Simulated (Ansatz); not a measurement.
A series of calculations on C$_{2}$H$_{4}$O$_{2}$S

### Relaxation

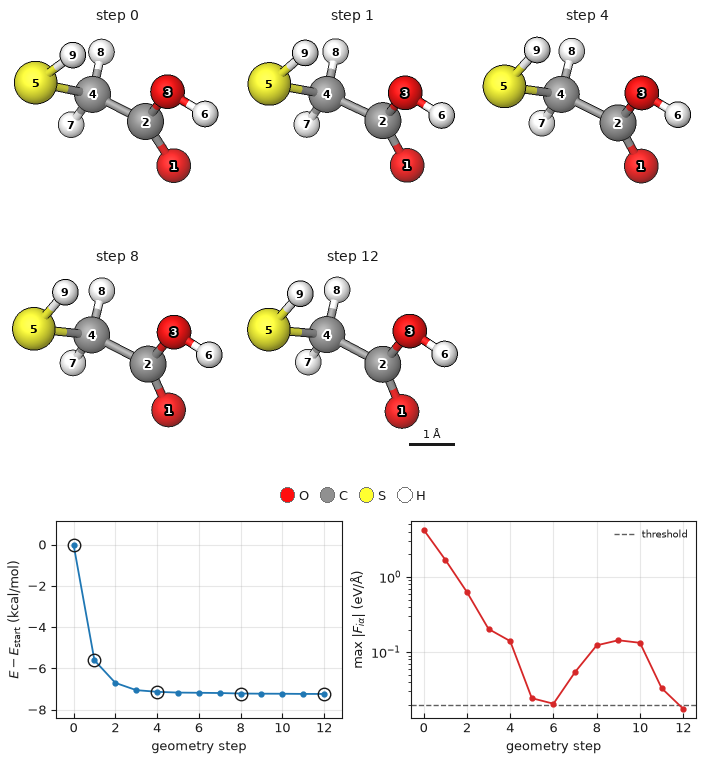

Frames of a relaxation of C₂H₄O₂S, marked on the history of the run. The picture is a ball-and-stick view, seen from a free direction.

The run prepares an end point of a later path (hydrogen shift) calculation, from a guessed geometry.

The calculation used RKS PBE/def2-SVP in Ansatz. (no spin polarisation; force threshold 0.02 eV/Å; at most 50 steps)

Q: What happens along the run?

A: Over 12 geometry steps the energy falls by 7.23 kcal/mol. Largest force component: 4.3 eV/Å at the start, 0.018 eV/Å at the end. The largest move after the best rigid fit is that of O1, 0.22 Å. Largest moves by element: O 0.22 Å, H 0.18 Å, S 0.14 Å, C 0.07 Å. Among the contacts that change: C2–C4 1.441 → 1.517 Å, O1–C2 1.286 → 1.214 Å, O3–H6 1.014 → 0.982 Å, C4–H8 1.093 → 1.109 Å. Bond angles that change, for instance: O1–C2–O3 120.7° → 123.2°, C2–C4–H8 112.3° → 110.3°. From step 0 to 1: H9 moves most (0.08 Å), energy −5.61 kcal/mol. From step 1 to 4: H9 moves most (0.10 Å), energy −1.52 kcal/mol. From step 4 to 8: O1 moves most (0.11 Å), energy −0.08 kcal/mol. From step 8 to 12: O1 moves most (0.07 Å), energy −0.02 kcal/mol.

### Relaxation

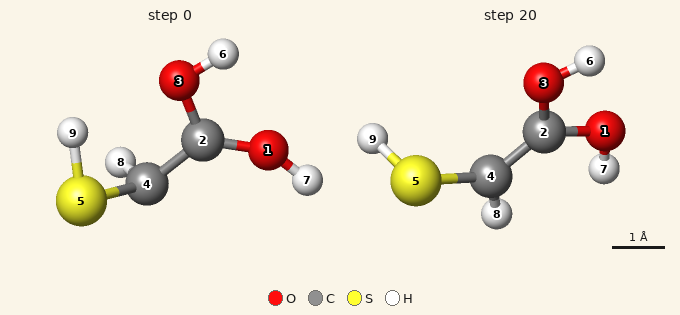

The structure of C$_{2}$H$_{4}$O$_{2}$S before (left) and after (right) a relaxation, at one scale.

A ball-and-stick model, seen at a tilt.

The run prepares an end point of a later path (hydrogen shift) calculation, from a guessed geometry.

Theory: Ansatz, RKS PBE/def2-SVP.

Input file:
```yaml
crystal:
  periodic: [false, false, false]
  atoms:
    - { symbol: O, position_ang: [1.3522, -1.3997, 0.6694] }
    - { symbol: C, position_ang: [0.6514, -0.4099, 0.2418] }
    - { symbol: O, position_ang: [1.0984, 0.8505, 0.3669] }
    - { symbol: C, position_ang: [-0.574, -0.4778, -0.5133] }
    - { symbol: S, position_ang: [-1.8862, 0.6394, 0.1561] }
    - { symbol: H, position_ang: [1.9738, 0.7463, 0.8672] }
    - { symbol: H, position_ang: [1.46607, -2.37187, 0.81778] }
    - { symbol: H, position_ang: [-0.4243, -0.2378, -1.5686] }
    - { symbol: H, position_ang: [-1.0939, 1.7495, 0.1999] }
basis:
  gaussian: { orbitals: def2-SVP }
hamiltonian:
  xc: pbe
relax:
  f_tol: 0.02
  max_steps: 50
output:
  orbitals: {}
```

Launched with:
```bash
ansatz run input.yaml --threads 2 --pin off --max-ram 3072MiB --backend cpu --events-out ev --progress --plain --runs-dir out
```

### Describe what moved and what it gained.

After 17 accepted moves (20 points after the start) the energy has fallen by 3.199 eV. Largest force component: 3.9 eV/Å at the start, 0.011 eV/Å at the end. The line search rejected the trial steps at points 9, 15, 17 of the run. H8 moves most after the best rigid fit: 1.28 Å. By element the largest moves are H 1.28 Å, O 0.76 Å, C 0.42 Å, S 0.41 Å. Among the contacts that change: C4–S5 1.849 → 1.765 Å, C2–C4 1.441 → 1.363 Å, O1–C2 1.286 → 1.361 Å, O3–H6 1.014 → 0.978 Å. Among the angles between lasting bonds that change: C2–O1–H7 150.3° → 108.5°, O3–C2–C4 112.1° → 124.2°, S5–C4–H8 108.3° → 119.1°. Cost: 23 s on 2 threads of Intel(R) Xeon(R) Platinum 8488C (Sapphire Rapids) (shared host), peak memory 0.14 GiB.

### Path

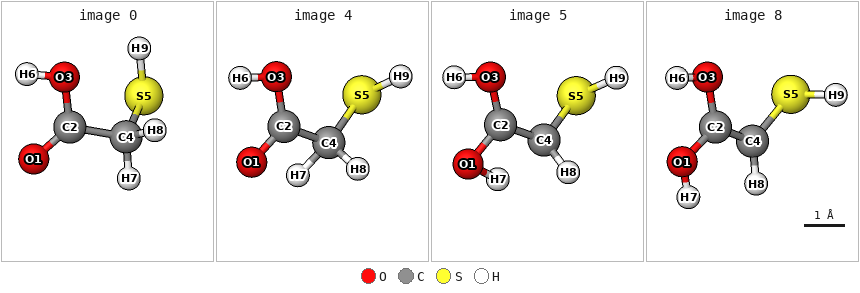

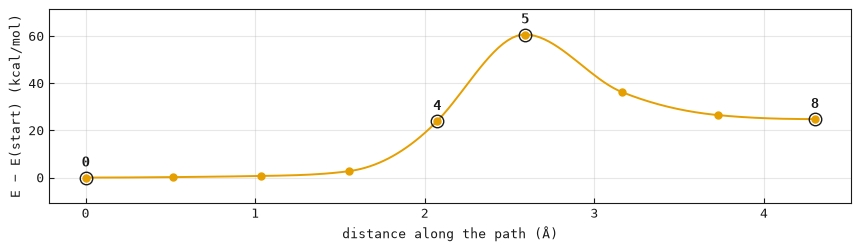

A search for the minimum-energy path of C2H4O2S by the nudged elastic band. Images are numbered from 0 (start) to 8 (end). The picture is a ball-and-stick view, seen at a tilt.

Level of theory: Ansatz, RKS PBE/def2-SVP. Run with 7 movable images; climbing image; force threshold 0.05 eV/Å; iteration limit 60; starting path through a guess of the saddle point.

> Read off the barrier and say what moves.

The energy climbs by 60.7 kcal/mol to image 5 and then falls by 35.9 kcal/mol, so the end point sits at +24.8 kcal/mol. A hydrogen atom shifts from one atom to another. Breaking: C4–H7 (1.10 → 1.53 at the top → 2.45 Å). Forming: O1–H7 (2.57 → 1.27 at the top → 0.98 Å). The band converged in 14 iterations. The largest component of the band force went from 13 to 0.049 eV/Å. The climbing image converged on the top of the path. Its vibrational analysis gives one imaginary mode (1838i cm⁻¹), as a transition state must have.
